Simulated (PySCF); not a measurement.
Consider C5H6BClO (SMILES BC1=C(Cl)[C](C)[CH+]O1) (charge +1, doublet).

```xyz
14

B     2.8284   -0.1507    0.5260
C     1.3090   -0.2643    0.3959
C     0.3745    0.5303   -0.3603
Cl    0.7603    1.8406   -1.3294
C    -0.9143   -0.0012   -0.1201
C    -2.1911    0.4760   -0.6925
C    -0.6952   -1.0544    0.7407
O     0.6113   -1.2002    1.0299
H     3.5062   -1.0745    0.2958
H     3.3350    0.8507    0.8469
H    -2.2785    0.1549   -1.7308
H    -2.2307    1.5632   -0.6815
H    -3.0355    0.0777   -0.1387
H    -1.3800   -1.7485    1.1959
```

Geometry: GFN2-xTB.

These are results of PySCF, UKS B3LYP, pcH-1 on B C Cl H O, non-relativistic, mean-field spin-orbit, GIAO, not measurements.

Q: What can the converged electron density, electron localisation function and spin density tell about the bonding?

A: C–O (1.33 Å): the density is about 2.5 e/Å³ at the midpoint; the ELF peaks at about 0.90 between the atoms (a shared but strongly polarised pair).
C–C (1.38 Å): ρ at the midpoint is about 2.2 e/Å³; the ELF peaks at about 0.95 between the atoms (localised, covalent bonding).
C–B (1.53 Å): the density is about 1.5 e/Å³ at the midpoint; the ELF peaks at about 1 between the atoms; a covalent bond.
C–Cl (1.67 Å): ρ is about 1.6 e/Å³ halfway; the ELF peaks at about 0.90 between the atoms; localised, covalent bonding.
The unpaired spin (1 electron) lies mostly on C2 (about 0.3), C7 (about 0.3), C3 (about 0.1) and Cl4 (about 0.1), in electrons by Hirshfeld's partition.

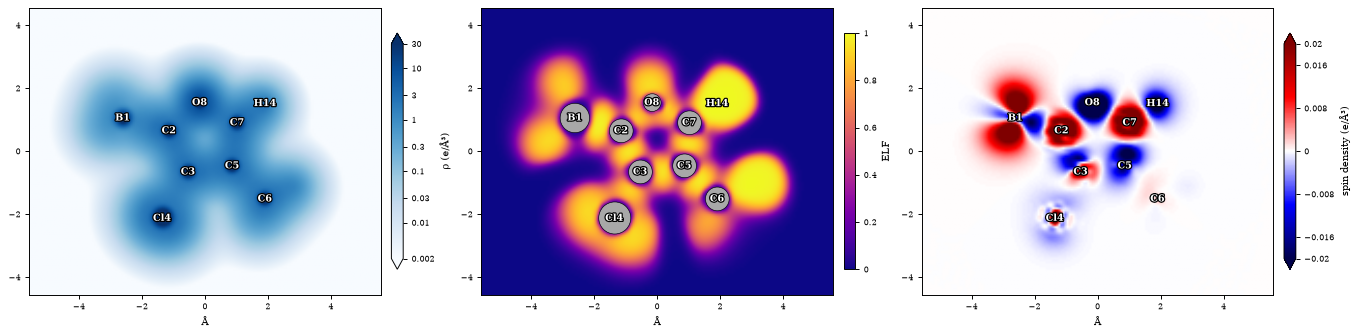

Computed electron density, electron localisation function and spin density on the plane of atoms C3, C5 and C6, in this order. Grey discs cover the atomic cores in the ELF map. 
